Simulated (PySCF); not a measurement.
# SiH₄: the energy surface near the minimum

How stiff is SiH₄ (singlet) against rigid distortions? The scans start from its PBE0 minimum.

The runs use PySCF 2.14.0; PBE0, basis Si def2-TZVP, H def2-TZVP, no relativity, density fitting.

### 1 The starting structure

5 atoms, charge 0, spin multiplicity 1.

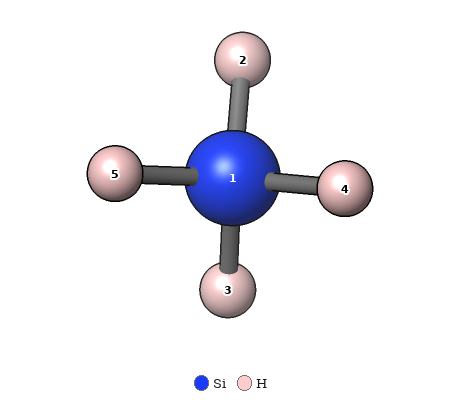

As it starts; silicon blue, hydrogen pink; atoms are numbered from 1 in the order of the file.

```xyz
5
charge 0 multiplicity 1
Si    0.0000    0.0000    0.0000
H     1.2123    0.0000    0.8572
H    -1.2123    0.0000    0.8572
H     0.0000    1.2123   -0.8572
H     0.0000   -1.2123   -0.8572
```

### 2 Density, ELF and potential

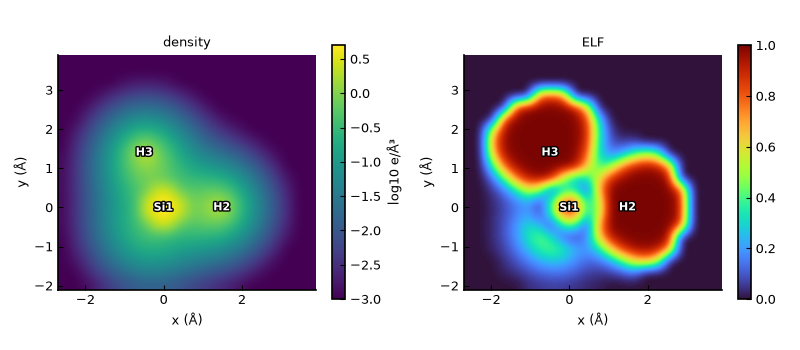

The plane holds Si1 at (0.00, 0.00), H2 at (1.48, 0.00), H3 at (-0.49, 1.40) Å. ELF is set to 0 where the density is under 0.005 e/Å³; an orbital's overall sign is arbitrary.

The fields below are evaluated on a grid from the run's orbitals.

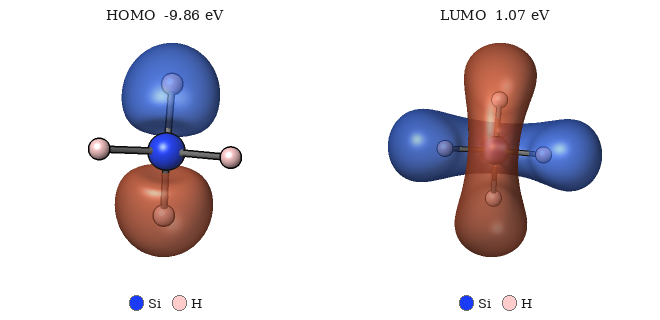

Frontier orbitals at PBE0; each surface holds 70 % of the orbital's density, blue and red mark the sign.

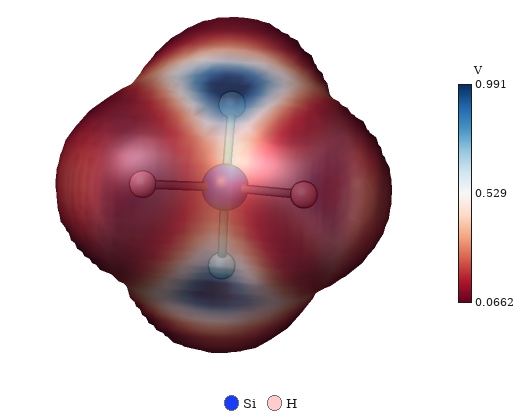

The potential that a unit positive charge feels on the 0.002 e/bohr³ surface, from the 1st to the 99th percentile, from 0.07 to 0.99 V.

Along Si1–H2 (1.485 Å) the density is least, 0.81 e/Å³, about 0.74 Å from Si1; ELF there is 0.42.

Making the fields needed 0.6 s of wall time on 2 threads of Arm Neoverse V2, shared host.

### 3 Breathing scan

One driver script runs all scans and calls PySCF for each point, on a (75, 302) grid.

Launch:

```
OMP_NUM_THREADS=2 python axn.py task.json out
```

A rigid scan with PBE0: all bonds to the central atom are scaled together. Each point starts from its neighbour's orbitals, and energies count from the minimum.

```
scale of all bonds to the centre  energy (kJ/mol)
                            0.88            148.5
                            0.92             60.2
                            0.96             13.7
                            1.00              0.0
                            1.04             11.6
                            1.08             42.6
                            1.14            115.6
                            1.22            244.5
                            1.35            487.1
```

The scan took 4.3 s.

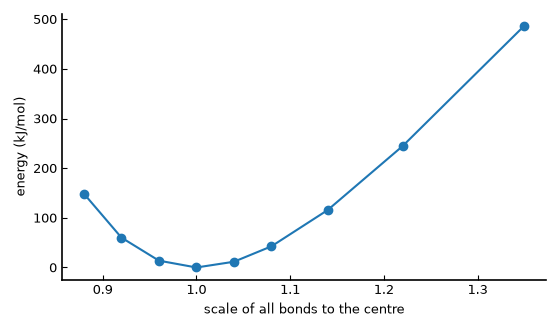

Energy along the scan.

### 4 Stretching one bond

A rigid scan with PBE0: the bond from Si to the last atom (H) is scaled and the rest held.

```
scale of one bond  energy (kJ/mol)  dipole size (D)
             0.92             14.7             0.14
             0.96              3.3             0.07
             1.00              0.0             0.00
             1.05              4.3             0.10
             1.12             21.6             0.24
             1.20             51.4             0.42
             1.35            120.6             0.77
             1.55            216.5             1.24
             1.80            321.4             1.79
             2.20            442.5             2.45
```

The scan took 5.2 s.

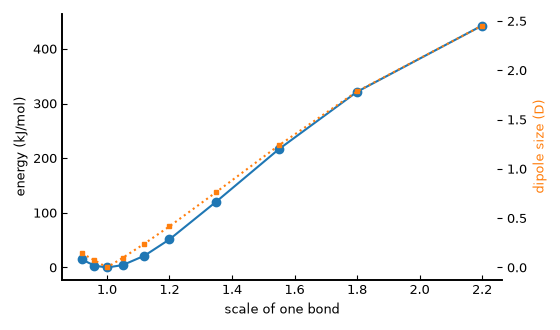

Energy (circles) and dipole moment (squares) along the scan.

A restricted determinant lies too high at long bonds, where the pair should uncouple.

### 5 From tetrahedral to square planar

A rigid scan with PBE0: D2d path, angle between each bond and the S4 axis (54.74 tetrahedral, 90 square planar), bonds fixed.

```
angle of the bonds to the S4 axis (°)  energy (kJ/mol)
                                 45.0             46.2
                                 50.0             10.5
                                 54.7              0.0
                                 60.0             12.0
                                 66.0             52.9
                                 72.0            119.4
                                 78.0            207.8
                                 84.0            309.4
                                 90.0            382.3
```

The scan took 4.3 s.

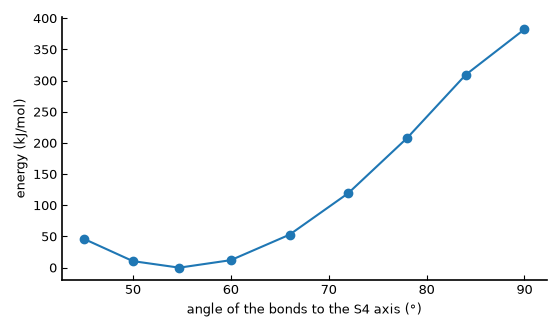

Energy along the scan.

### 6 Results

| quantity | value |
| --- | --- |
| all bonds 4 % longer | 11.6 kJ/mol |
| one bond 20 % longer | 51.4 kJ/mol |
| square planar shape, bonds held | 382.3 kJ/mol |

What this shows: Shortening all bonds by 4 % costs 13.7 kJ/mol and lengthening them 11.6: the wall is steeper on the short side. Held rigid otherwise, the square planar shape costs 382 kJ/mol.
